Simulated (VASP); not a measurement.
Consider the following.

```yaml
crystal:
  lattice:
    - [3.41349, 0.00000, 0.00000]
    - [-1.70675, 2.95617, 0.00000]
    - [0.00000, 0.00000, 3.44858]
  atoms:
    - { symbol: Ta, position: [0.00000, 0.00000, 0.00000] }
    - { symbol: As, position: [0.66667, 0.33333, 0.50000] }
```

Calculation: r2SCAN meta-GGA, VASP's PBE PAW potentials (set 64) (plane waves; VASP). Run with 400 eV cut-off, 14×14×12 Γ-centred mesh, tetrahedra with Blöchl corrections, potentials Ta_pv As.

Unless said otherwise, spin-orbit coupling is left out, though it shifts the bands of the heavy elements here.

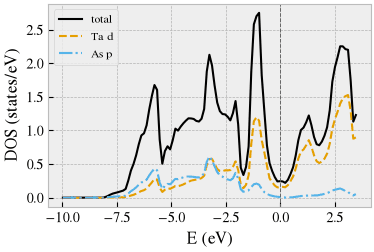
Figure. Total and projected density of states, zero at the Fermi level

Within 2 eV below the Fermi level the largest weight inside VASP's projection spheres is Ta d, then As p.

It has no gap at this level: it comes out as a metal or semimetal.

The structure was generated: TaAs was put into the WC type (P-6m2), which need not be its known phase. It was relaxed first, which changed the volume by -7 %.
